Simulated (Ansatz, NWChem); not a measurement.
## Predicting a hybrid from its neighbours: C6H6 (fulvene)

The species is C6H6 (12 atoms), meant as a singlet with charge 0. SMILES: `C=C1C=CC=C1`. The coordinates come from a PBE0-D4/def2-TZVP relaxation.

The electronic atomisation energy y, in eV, basis def2-SVP; a is the functional's share of exact exchange. Programs: Ansatz 0.2.0, NWChem 7.3.0.

| functional | program | a | y (eV) |
| --- | --- | --- | --- |
| revPBE | Ansatz | 0 | 58.15 |
| TPSS | NWChem | 0 | 58.61 |
| B3LYP | Ansatz | 0.2 | 58.05 |
| PBE0 | Ansatz | 0.25 | ? |
| BHLYP | Ansatz | 0.5 | 56.48 |

Question: Fit y = c + s·a to the known rows and predict PBE0.

Answer: 
1. Means of the 4 rows: a = 0.1750, y = 57.822.
2. Σ(Δa)² = 0.1675, Σ(Δa·Δy) = -0.62575, so the slope is -0.62575/0.1675 = -3.7358.
3. Intercept: 57.822 − (-3.7358) × 0.1750 = 58.476. The largest residual of the fit is 0.33.
4. PBE0: 58.476 + (-3.7358) × 0.25 = 57.54 eV.

The run gave 59.23 eV, so the prediction is off by -1.69 eV, more than the scatter of the fit. The rows mix families of semi-local functionals, which the line can't see.

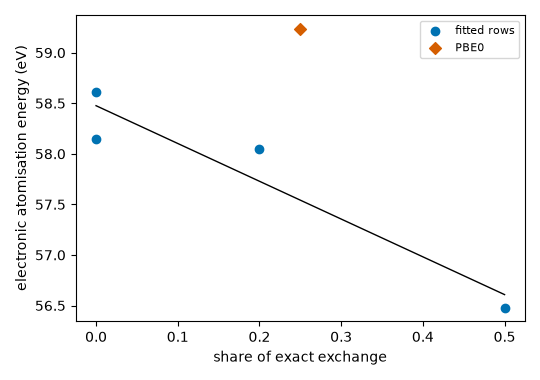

The fitted line, with the withheld row.
